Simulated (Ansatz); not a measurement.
# AlBH₂ (triplet): one geometry, many settings at angle Al2–B1–H3 = 180.0°

Aim: run AlBH₂ (triplet) at one geometry under a spread of methods and options, and see what each costs and gives.

Program: Ansatz 0.2.0, Gaussian basis. Level of theory: the settings change from run to run. These are calculated values, not measurements.

11 further runs of the same task are left out: 6 that didn't finish, 5 set aside as unsound or not needed.

**1. The system**

The geometry derives from a PBE0/def2-TZVP stationary point (not a proven minimum). One angle is set to the value named; bond lengths are kept.

4 atoms, charge 0, spin multiplicity 3.

Atoms are counted from 1 here; the program's logs count them from 0.

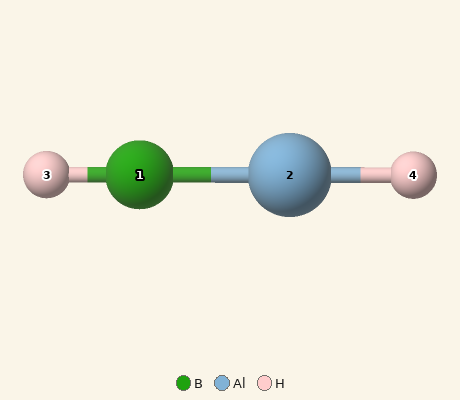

The structure; boron green, aluminium light blue, hydrogen pink; atoms are numbered from 1 in the order of the file.

**2. MRCISD+Q(2,5)/STO-3G**

in.yaml reads:

```yaml
crystal:
  periodic: [false, false, false]
  atoms:
    - {symbol: B, position_ang: [0.000000, 0.000000, 1.051329]}
    - {symbol: Al, position_ang: [0.000000, 0.000000, -0.857484]}
    - {symbol: H, position_ang: [0.000000, 0.000000, 2.234417]}
    - {symbol: H, position_ang: [0.000000, 0.000000, -2.428262]}
basis:
  gaussian: {orbitals: STO-3G}
magnetization: {spin_polarized: false, initial_magnetization: 2}
hamiltonian: {pseudopotentials: {relativity: scalar}}
correlation: {method: fic_mrcisd_q, electrons: valence, active_space: {window: {electrons: 2, orbitals: 5}, states: [{multiplicity: 3, weights: [1, 1, 1, 0.5]}], root: 2}}
```

On the command line:

```sh
$ ansatz run in.yaml --threads 1 --pin off --events-out ev --progress --plain --max-ram 2393MiB
```

The program printed (excerpt; [...] marks lines left out):

```text
Functional definition: HF
  name "HF"
  cite "Fock, Z. Phys. 61, 126 (1930) doi:10.1007/BF01340294"
  parent pbe
[...]
258 factors; integrals over basis functions are off by at most 2.6e-8 eV
[...]
mean field -7202.23673593 eV, -264.6773181941 hartree, gradient 5.8e-7 eV, S^2 2.000000; 0 other end points of the search recorded, 0 dependent functions left out
reference -7202.23673593 eV, -264.6773181941 hartree; 11, 9 occupied and 5, 7 virtual orbitals, 258 factors
state -7202.50871011 eV, -264.6873130608 hartree
state -7198.87893070 eV, -264.5539211280 hartree
state -7198.87759637 eV, -264.5538720921 hartree
state -7198.77519864 eV, -264.5501090449 hartree
contracted CI cycle   1: correlation 0.00000000 eV, 0.0000000000 hartree, residual 8.64e0 eV
contracted CI cycle   2: correlation -2.06825239 eV, -0.0760068733 hartree, residual 1.98e0 eV
contracted CI cycle   3: correlation -2.19406082 eV, -0.0806302480 hartree, residual 4.69e-1 eV
contracted CI cycle   4: correlation -2.20086701 eV, -0.0808803708 hartree, residual 1.69e-1 eV
contracted CI cycle   5: correlation -2.20171464 eV, -0.0809115206 hartree, residual 5.68e-2 eV
contracted CI cycle   6: correlation -2.20180224 eV, -0.0809147400 hartree, residual 1.57e-2 eV
contracted CI cycle   7: correlation -2.20180843 eV, -0.0809149673 hartree, residual 4.72e-3 eV
contracted CI cycle   8: correlation -2.20180905 eV, -0.0809149901 hartree, residual 1.42e-3 eV
[...]
contracted CI cycle   4: correlation -1.90770958 eV, -0.0701070340 hartree, residual 1.28e-1 eV
contracted CI cycle   5: correlation -1.90819943 eV, -0.0701250355 hartree, residual 4.59e-2 eV
contracted CI cycle   6: correlation -1.90825776 eV, -0.0701271792 hartree, residual 1.59e-2 eV
contracted CI cycle   7: correlation -1.90826487 eV, -0.0701274404 hartree, residual 5.37e-3 eV
contracted CI cycle   8: correlation -1.90826572 eV, -0.0701274716 hartree, residual 2.20e-3 eV
contracted CI cycle   9: correlation -1.90826586 eV, -0.0701274769 hartree, residual 7.14e-4 eV
state -7198.87759637 eV, -264.5538720921 hartree; corrected -7200.93480099 eV, -264.6294729675 hartree
contracted CI cycle   1: correlation 0.00000000 eV, 0.0000000000 hartree, residual 7.83e0 eV
contracted CI cycle   2: correlation -1.85130696 eV, -0.0680342759 hartree, residual 1.56e0 eV
contracted CI cycle   3: correlation -1.93032090 eV, -0.0709379847 hartree, residual 3.78e-1 eV
contracted CI cycle   4: correlation -1.93451525 eV, -0.0710921240 hartree, residual 1.39e-1 eV
contracted CI cycle   5: correlation -1.93508295 eV, -0.0711129869 hartree, residual 4.61e-2 eV
contracted CI cycle   6: correlation -1.93514045 eV, -0.0711150998 hartree, residual 1.48e-2 eV
contracted CI cycle   7: correlation -1.93514657 eV, -0.0711153247 hartree, residual 4.88e-3 eV
contracted CI cycle   8: correlation -1.93514735 eV, -0.0711153533 hartree, residual 2.11e-3 eV
contracted CI cycle   9: correlation -1.93514750 eV, -0.0711153590 hartree, residual 7.83e-4 eV
state -7198.77519864 eV, -264.5501090449 hartree; corrected -7200.86592898 eV, -264.6269419678 hartree
Total energy: -7200.93480099 eV, -264.6294729675 hartree
Relativity: scalar
```

It took 0.54 s on 1 thread of Intel Xeon Platinum 8488C, shared host.

From the report: 25 determinants; active occupations (of the averaged states) 0.64, 0.62, 0.39, 0.35, 0.00.

**3. CASCI(12,7)/6-31G**

in.yaml reads:

```yaml
crystal:
  periodic: [false, false, false]
  atoms:
    - {symbol: B, position_ang: [0.000000, 0.000000, 1.051329]}
    - {symbol: Al, position_ang: [0.000000, 0.000000, -0.857484]}
    - {symbol: H, position_ang: [0.000000, 0.000000, 2.234417]}
    - {symbol: H, position_ang: [0.000000, 0.000000, -2.428262]}
basis:
  gaussian: {orbitals: 6-31G}
magnetization: {spin_polarized: false, initial_magnetization: 2}
correlation: {active_space: {window: {electrons: 12, orbitals: 7}, fixed_orbitals: true}}
output: {forces: true}
```

The command is unchanged.

The program printed (excerpt; [...] marks lines left out):

```text
Functional definition: HF
  name "HF"
  cite "Fock, Z. Phys. 61, 126 (1930) doi:10.1007/BF01340294"
  parent pbe
[...]
328 factors; integrals over basis functions are off by at most 2.4e-4 eV
[...]
mean field -7281.92245869 eV, -267.6057144925 hartree, gradient 2.0e-6 eV, S^2 2.000000; 2 other end points of the search recorded, 0 dependent functions left out
reference -7281.92245869 eV, -267.6057144925 hartree; 11, 9 occupied and 15, 17 virtual orbitals, 328 factors
state -7281.92257997 eV, -267.6057189495 hartree
[...]
Total energy: -7281.92257997 eV, -267.6057189495 hartree
Atom 0 at     0.000000     0.000000     1.051329 Å, force     0.000000     0.000000     0.458445 eV/Å
Atom 1 at     0.000000     0.000000    -0.857484 Å, force    -0.000000    -0.000000    -0.147105 eV/Å
Atom 2 at     0.000000     0.000000     2.234417 Å, force    -0.000000    -0.000000    -0.307744 eV/Å
Atom 3 at     0.000000     0.000000    -2.428262 Å, force     0.000000     0.000000    -0.003596 eV/Å
Dipole moment:    -0.000000    -0.000000    -0.302930 e Å
```

Wall time 0.27 s (1 thread of Intel Xeon Platinum 8488C, shared host).

From the report: 8 determinants; active occupations 2.00, 2.00, 2.00, 2.00, 2.00, 1.00, 1.00.

**4. CASSCF(6,7)/cc-pVDZ**

Changes to in.yaml since step 3:

```diff
@@ -8,5 +8,7 @@
 basis:
-  gaussian: {orbitals: 6-31G}
+  gaussian: {orbitals: cc-pVDZ, fitting: {mean_field: def2-universal-jkfit}}
 magnetization: {spin_polarized: false, initial_magnetization: 2}
-correlation: {active_space: {window: {electrons: 12, orbitals: 7}, fixed_orbitals: true}}
+hamiltonian: {pseudopotentials: {relativity: none}}
+correlation: {active_space: {window: {electrons: 6, orbitals: 7}}}
+accuracy: high
 output: {forces: true}
```

Same command.

The program printed (excerpt; [...] marks lines left out):

```text
Functional definition: HF
  name "HF"
  cite "Fock, Z. Phys. 61, 126 (1930) doi:10.1007/BF01340294"
  parent pbe
[...]
239 factors; integrals over basis functions are off by at most 3.7e-1 eV
[...]
mean field -7283.10596767 eV, -267.6492076452 hartree, gradient 7.1e-9 eV, S^2 2.000000; 0 other end points of the search recorded, 0 dependent functions left out
reference -7283.10596767 eV, -267.6492076452 hartree; 11, 9 occupied and 31, 33 virtual orbitals, 239 factors
state -7284.14678843 eV, -267.6874571027 hartree
[...]
Total energy: -7284.14678843 eV, -267.6874571027 hartree
Atom 0 at     0.000000     0.000000     1.051329 Å, force     0.000000    -0.000000    -0.367588 eV/Å
Atom 1 at     0.000000     0.000000    -0.857484 Å, force    -0.000000    -0.000000    -0.342796 eV/Å
Atom 2 at     0.000000     0.000000     2.234417 Å, force    -0.000000     0.000000     0.675452 eV/Å
Atom 3 at     0.000000     0.000000    -2.428262 Å, force     0.000000     0.000000     0.034932 eV/Å
Dipole moment:    -0.000000     0.000000    -0.338858 e Å
```

Run time: 3 s. Hardware: 1 thread of Intel Xeon Platinum 8488C, shared host.

From the report: 1,225 determinants; active occupations 1.98, 1.97, 1.00, 0.99, 0.03, 0.02, 0.02.

**5. CCSDT(Q)/B on UHF/cc-pVDZ**

in.yaml reads:

```yaml
crystal:
  periodic: [false, false, false]
  atoms:
    - {symbol: B, position_ang: [0.000000, 0.000000, 1.051329]}
    - {symbol: Al, position_ang: [0.000000, 0.000000, -0.857484]}
    - {symbol: H, position_ang: [0.000000, 0.000000, 2.234417]}
    - {symbol: H, position_ang: [0.000000, 0.000000, -2.428262]}
basis:
  gaussian: {orbitals: cc-pVDZ}
magnetization: {spin_polarized: true, initial_magnetization: 2}
correlation: {method: ccsdt_q_b, electrons: outside_noble_gas}
```

Launched as before.

The program printed (excerpt; [...] marks lines left out):

```text
Functional definition: HF
  name "HF"
  cite "Fock, Z. Phys. 61, 126 (1930) doi:10.1007/BF01340294"
  parent pbe
[...]
743 factors; integrals over basis functions are off by at most 1.7e-7 eV
[...]
mean field -7283.19397366 eV, -267.6524418058 hartree, gradient 3.0e-6 eV, S^2 2.014330; 2 other end points of the search recorded, 0 dependent functions left out
determinant -7283.19397366 eV, -267.6524418058 hartree, with singles and doubles -7287.22931540 eV, -267.8007378797 hartree
determinant -7280.44532870 eV, -267.5514309668 hartree, with singles and doubles -7284.21881502 eV, -267.6901040312 hartree
determinant -7280.05499031 eV, -267.5370862954 hartree, with singles and doubles -7284.04698486 eV, -267.6837893892 hartree
6 core orbitals not correlated: weight in the atoms' cores, before any rotation towards them, 1.000 or more for the frozen orbitals, at most 0.000 for the correlated occupied ones
reference -7283.19397366 eV, -267.6524418058 hartree; 5, 3 occupied and 31, 33 virtual orbitals, 743 factors
second order -3.21068568 eV of doubles, -0.00000000 eV of singles
cycle   1  -3.79582761 eV  change   -5.9e-1 eV  update   7.3e-2
[...]
cycle  16  -4.20121359 eV  change    6.4e-7 eV  update   5.1e-7
perturbative correction -0.00787623 eV, -0.0002894463 hartree
Total energy: -7287.40306348 eV, -267.8071230038 hartree
```

Wall time 9 s (1 thread of Intel Xeon Platinum 8488C, shared host).

From the report: ⟨S²⟩ of the determinant 2.014 (pure triplet: 2.00); correlation -4.2091 eV; T1 0.019; largest double amplitude 0.10.

**6. CCSD/def2-SVP**

Changes to in.yaml since step 5:

```diff
@@ -8,4 +8,7 @@
 basis:
-  gaussian: {orbitals: cc-pVDZ}
+  gaussian: {orbitals: def2-SVP, point_charges: [{charge: -1.00, position_ang: [2.517, 0.993, -0.194]}]}
 magnetization: {spin_polarized: true, initial_magnetization: 2}
-correlation: {method: ccsdt_q_b, electrons: outside_noble_gas}
+hamiltonian: {xc: {name: B3LYP}}
+correlation: {method: ccsd, electrons: all}
+accuracy: high
+scf: {lower_state_search: full}
```

Launched as before.

The program printed (excerpt; [...] marks lines left out):

```text
Functional definition: B3LYP
  name "B3LYP"
  cite "Stephens, Devlin, Chabalowski & Frisch, J. Phys. Chem. 98, 11623 (1994) doi:10.1021/j100096a001"
  cite "Becke, Phys. Rev. A 38, 3098 (1988) doi:10.1103/PhysRevA.38.3098"
  cite "Lee, Yang & Parr, Phys. Rev. B 37, 785 (1988) doi:10.1103/PhysRevB.37.785"
  cite "Vosko, Wilk & Nusair, Can. J. Phys. 58, 1200 (1980) doi:10.1139/p80-159"
[...]
764 factors; integrals over basis functions are off by at most 3.6e-9 eV
[...]
mean field -7300.79739743 eV, -268.2993556972 hartree, gradient 2.5e-8 eV, S^2 2.004484; 6 other end points of the search recorded, 0 dependent functions left out
reference -7280.97154181 eV, -267.5707689418 hartree; 11, 9 occupied and 31, 33 virtual orbitals, 764 factors
second order -3.67739775 eV of doubles, -0.21195321 eV of singles
cycle   1  -4.31199174 eV  change   -4.3e-1 eV  update   5.3e-2
[...]
cycle  26  -4.48790862 eV  change   9.3e-10 eV  update   1.3e-9
Total energy: -7285.45945043 eV, -267.7356965415 hartree
```

Run time: 12 s. Hardware: 1 thread of Intel Xeon Platinum 8488C, shared host.

From the report: ⟨S²⟩ of the determinant 2.004 (pure triplet: 2.00); correlation -4.4879 eV; T1 0.010; largest double amplitude 0.08. The orbitals are Kohn-Sham ones, so correlation energy and T1 don't compare with those on Hartree-Fock orbitals.

**7. The runs in one table**

Where basis and cores are those of an earlier UCCSDT(Q)/cc-pVDZ run (-7287.4034 eV), and the state is the same kind, the miss against it is given.

```tsv
level	correlated	functions	energy (eV)	from UCCSDT(Q) (meV)	time
MRCISD+Q(2,5)/STO-3G (excited root 2 of an average, relativity set)	valence	16	-7200.9348		0.54 s
CASCI(12,7)/6-31G		26	-7281.9226		0.27 s
CASSCF(6,7)/cc-pVDZ		42	-7284.1468		3 s
CCSDT(Q)/B on UHF/cc-pVDZ	outside noble gas	42	-7287.4031	0.3	9 s
CCSD/def2-SVP (beside a point charge, on B3LYP orbitals)	all	42	-7285.4595		12 s
```

**8. What came out**

| quantity | value |
| --- | --- |
| runs | 5 |
| quickest | CASCI(12,7)/6-31G, 0.27 s |
| slowest | CCSD/def2-SVP (beside a point charge, on B3LYP orbitals), 12 s |

Total energies in different bases, with other cores or another treatment of relativity can't be set against each other. CCSD/def2-SVP (beside a point charge, on B3LYP orbitals) took 45 times as long as CASCI(12,7)/6-31G; the jobs differ in more than the method.
